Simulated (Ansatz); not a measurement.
Base system: MgO in the rock salt structure (space group Fm-3m, No. 225; a = 4.215 Å).

Perturbation: 0.0187 electrons added to each cell, a density of 1.0×10^21 cm⁻³, with a uniform compensating background at fixed cell and a 300 K Fermi–Dirac width.

The values are results of PBEsol (Ansatz, a first-principles code), without spin-orbit coupling, earlier PAW set, not measurements.

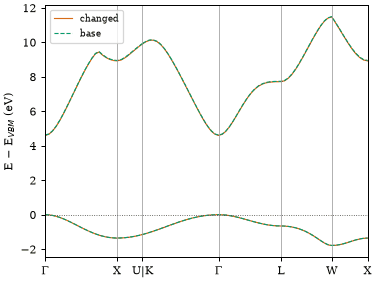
Figure: Highest valence and lowest conduction band along the path, each from its own valence-band maximum

### Question
Read the changed gap and its character from the plot.

### Answer
About 4.6 eV, direct at Γ.

Charged cell with a jellium background: band edges are those of the host's band count, energies are not comparable with the neutral cell, and many-body gap narrowing is missing. Whether these cells are dynamically stable was not tested.
